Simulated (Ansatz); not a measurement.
System: CH$_{5}$ClSn.

| atom | x (Å) | y (Å) | z (Å) |
| --- | --- | --- | --- |
| Sn | -0.0068 | 0.0004 | -0.0704 |
| Cl | 0.0401 | -0.0188 | 2.2951 |
| C | 2.0344 | -0.0014 | -0.7136 |
| H | 2.3999 | -1.0341 | -0.7978 |
| H | 2.1196 | 0.4964 | -1.6903 |
| H | 2.6426 | 0.5394 | 0.0248 |
| H | -0.8473 | 1.4278 | -0.5035 |
| H | -0.8635 | -1.4098 | -0.5271 |

Core potentials replace the inner electrons of Sn.

Method: RKS PBE0-D4/def2-SVP in Ansatz 0.2.0.

**What can the converged electron density and electron localisation function tell about the bonding?**

C–Sn (2.14 Å): ρ is about 0.7 e/Å³ halfway; the ELF peaks at about 0.90 in the valence shell of C, 0.7 Å from its nucleus, and drops to about 0.20 between the two atoms.
Sn–Cl (2.37 Å): the density is about 0.52 e/Å³ at the midpoint; the ELF peaks at about 0.85 in the valence shell of Cl, 0.9 Å from its nucleus, and drops to about 0.15 between the two atoms.

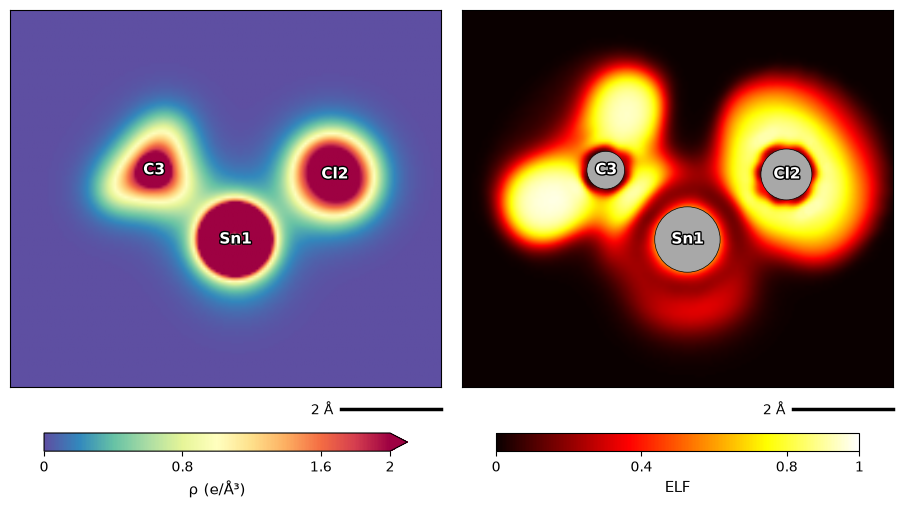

Computed electron density and electron localisation function on the plane of atoms Cl2, Sn1 and C3, in this order. Grey discs cover the atomic cores in the ELF map. 
